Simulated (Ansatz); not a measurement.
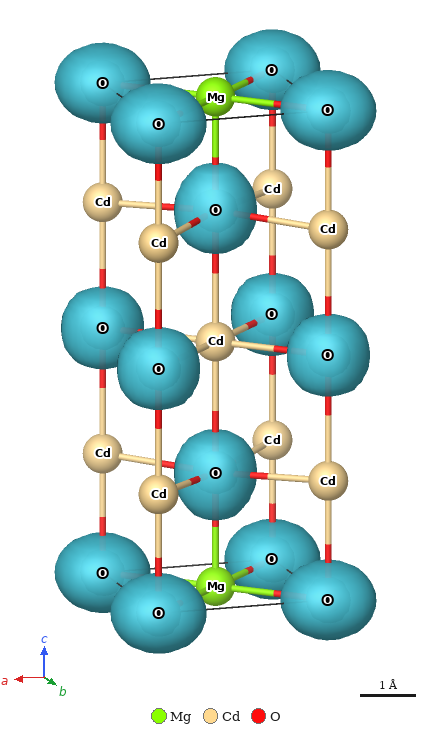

The picture shows: MgCd3O4. Isosurface of the electron localisation function at 0.75 (cyan), seen at an oblique angle. Core shells and regions of very low density are left out. Sticks mark near contacts.

Space group P4/mmm; a structure generated by program, which may or may not match a known phase.

These are results of DFT PBE, scalar-relativistic, plane waves, PAW (Ansatz), not measurements.

In a PAW calculation such maps are meaningful between the atoms, not at the nuclei.

> Describe the localisation domains.

The surface consists of four regions wrapped around O (the valence shell of each), counted in one cell of 8 atoms. Any copies at cell faces, edges or corners count once. Along the contacts the grid gives the following. Mg–O (2.17 Å): the ELF peaks at about 0.85 in the valence shell of O, 0.6 Å from its nucleus, and is about 0.35 at the midpoint. Cd–O (2.27 Å): the ELF peaks at about 0.80 in the valence shell of O, 0.6 Å from its nucleus, and drops to about 0.10 between the two atoms; no localised pair shows between them.
